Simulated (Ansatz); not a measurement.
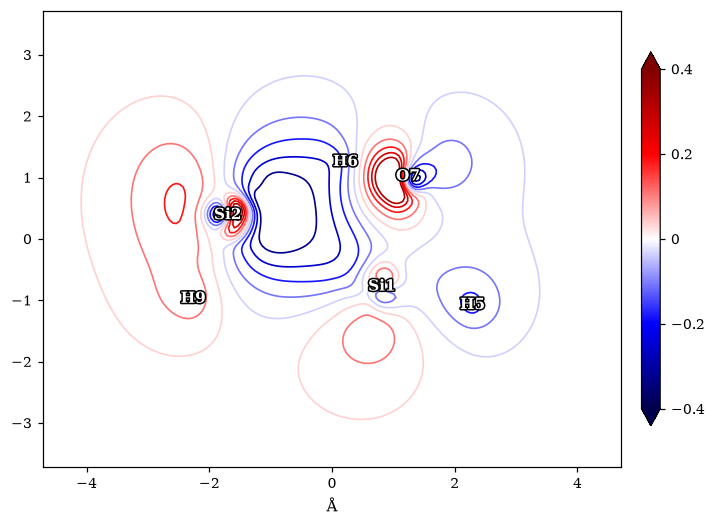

Figure 1: H₅OSi···H₃Si. One frontier orbital on the plane of atoms H5, Si1 and O7 (values in Å⁻³ᐟ²; the overall sign is arbitrary).

A transition-state structure; geometry: PBE0-D4/def2-TZVP.

These are results of RKS PBE0-D4/def2-TZVPP (Ansatz 0.2.0), not measurements.

```xyz
11

Si   -0.9842    0.2381   -0.7384
Si    0.9915   -1.0344    0.7325
H    -0.5496   -0.7501   -1.7542
H    -1.8960   -0.2701    0.3122
H    -1.8321    1.2042   -1.5175
H     0.6417    1.0214    0.3761
O     0.1161    1.6495   -0.2908
H     1.4045   -0.8923    2.1696
H     0.1311   -2.2585    0.6973
H     2.2403   -1.3947   -0.0114
H    -0.2633    2.4871    0.0244
```

Which orbital is it: HOMO or LUMO?

Answer. The HOMO, at −6.25 eV. Its weight (Hirshfeld) is mainly on Si2 (about 40 %), Si1 (about 15 %), O7 (about 10 %) and H6 (about 10 %).
